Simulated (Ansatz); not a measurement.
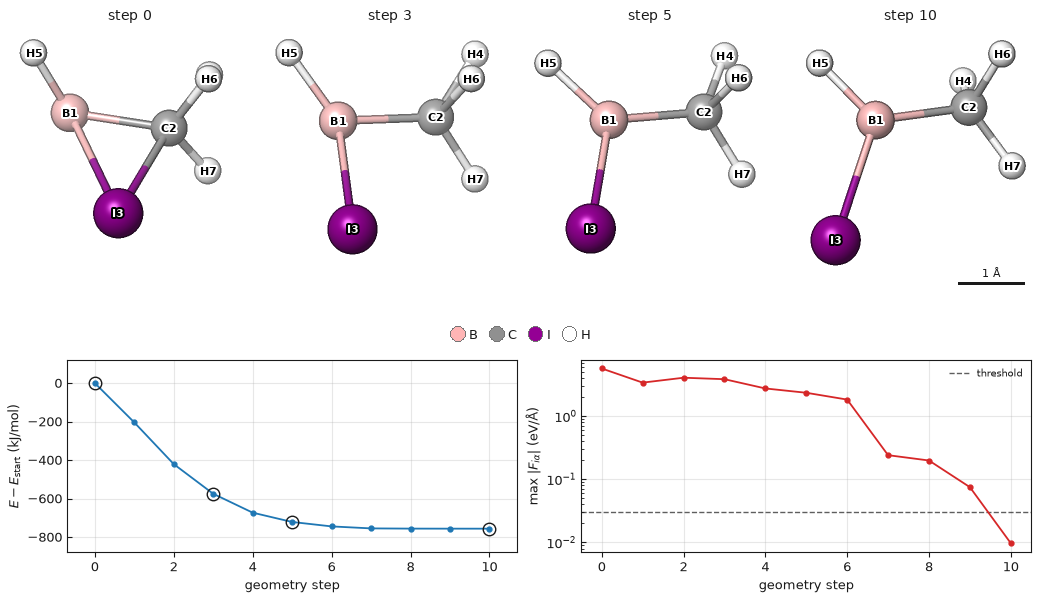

Frames of a relaxation of CH$_{4}$BI, marked on the history of the run. Style: ball-and-stick. Shown at a tilt.

It is one of the separated reactants of a reaction.

Level of theory: Ansatz 0.2.0, RKS PBE-D4/def2-SVP. Set-up: force threshold 0.03 eV/Å; at most 250 steps.

### Describe the path.

After 10 geometry steps the energy has fallen by 756.7 kJ/mol. The largest force component goes from 5.7 to 0.0097 eV/Å. The largest move after the best rigid fit is that of I3, 1.06 Å. By element the largest moves are I 1.06 Å, H 0.98 Å, B 0.81 Å, C 0.47 Å. Some distances before and after: C2–I3 2.183 → 3.251 Å, H4–H6 0.816 → 1.762 Å, B1–I3 2.503 → 2.141 Å, C2–H4 1.060 → 1.113 Å. Among the angles between lasting bonds that change: C2–B1–I3 59.8° → 122.3°, H4–C2–H6 44.7° → 104.5°, H4–C2–H7 88.3° → 109.6°. From step 0 to 3: H4 moves most (0.52 Å), energy −575.4 kJ/mol. From step 3 to 5: I3 moves most (0.35 Å), energy −146.6 kJ/mol. From step 5 to 10: H4 moves most (0.49 Å), energy −34.8 kJ/mol.
